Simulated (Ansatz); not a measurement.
**CH3Cl2In: density, localisation and related maps**

```xyz
7

In   -0.9775    0.1775   -0.1274
Cl   -2.7044   -1.1994    0.7253
C     1.1258   -0.2109    0.1484
H     1.2429   -1.1555    0.7085
Cl   -1.8435    2.0332   -1.3161
H     1.5972   -0.2815   -0.8493
H     1.5595    0.6368    0.7106
```

Core potentials replace the inner electrons of In.

All numbers below come from RKS PBE-D4/def2-SVP (Ansatz 0.2.0).

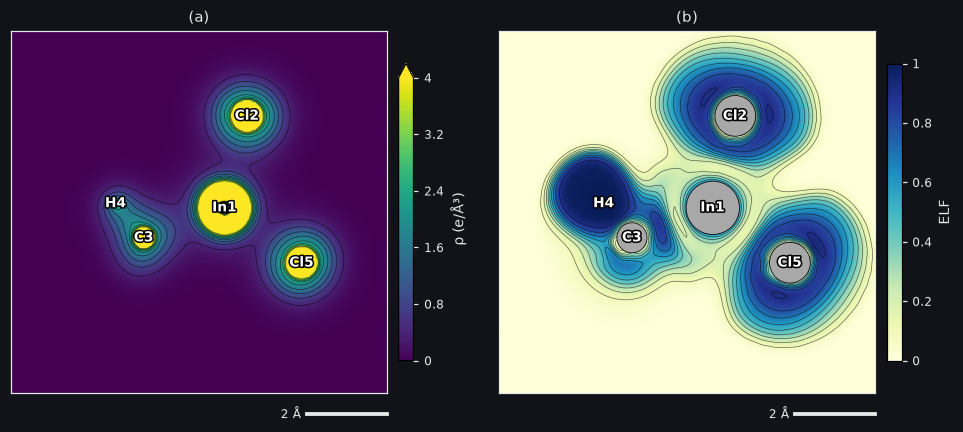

Figure 1. (a) electron density; (b) ELF on the plane of atoms C3, In1 and Cl5. Grey discs cover the atomic cores in the ELF map.

Question: What does the map show?

Answer:
- The section cuts through In, Cl, C and H sites.
- C–In (2.16 Å): ρ at the midpoint is about 0.63 e/Å³; the ELF peaks at about 0.85 in the valence shell of C, 0.7 Å from its nucleus, and drops to about 0.20 between the two atoms.
- In–Cl (2.37 Å): ρ is about 0.49 e/Å³ halfway; the ELF peaks at about 0.80 in the valence shell of Cl, 0.8 Å from its nucleus, and drops to about 0.15 between the two atoms.
- C–H (1.10 Å): ρ is about 1.9 e/Å³ halfway; the ELF climbs to about 1 towards the hydrogen, as it does in any bond to H (a covalent bond by its length).
- The ELF also peaks beside Cl5 and Cl2, away from the bonds: lone-pair regions.

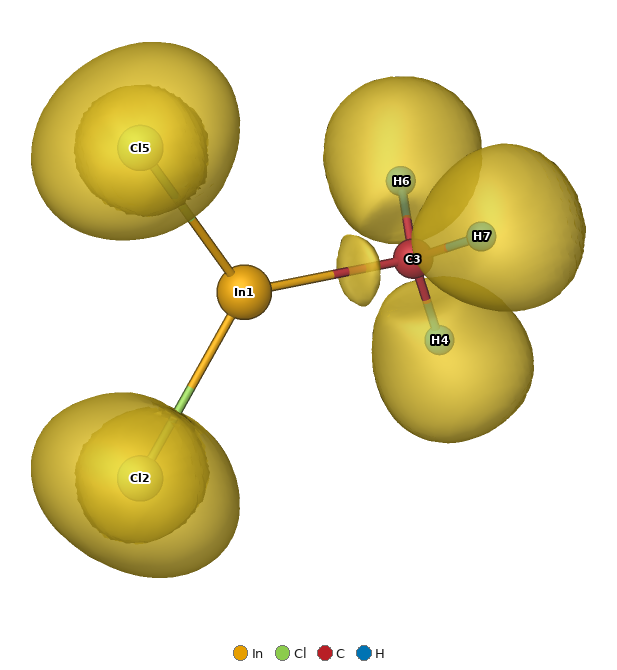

Figure 2. Isosurface of the ELF at 0.8 (yellow), seen at a tilt. Core shells and regions of very low density are left out.

Question: Identify the bonds, lone pairs and shells in this picture.

Answer: The surface consists of three regions around hydrogen nuclei, one lobe of the valence shell of C pointing towards In (polar bonds) and two regions wrapped around Cl (the valence shell of each).

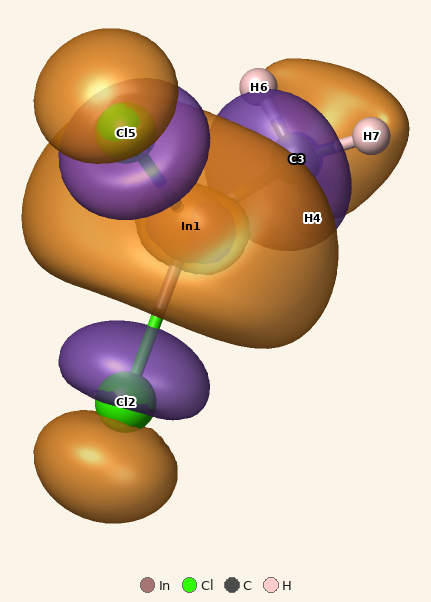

Figure 3. The LUMO at ±0.08 Å⁻³ᐟ² (orange and purple are the two phases), seen at an oblique angle.

Question: Where does this orbital lie, and at what energy?

Answer: It lies mainly on In1 (about 40 %), C3 (about 20 %), Cl5 (about 15 %) and Cl2 (about 15 %). Its energy is −2.58 eV.
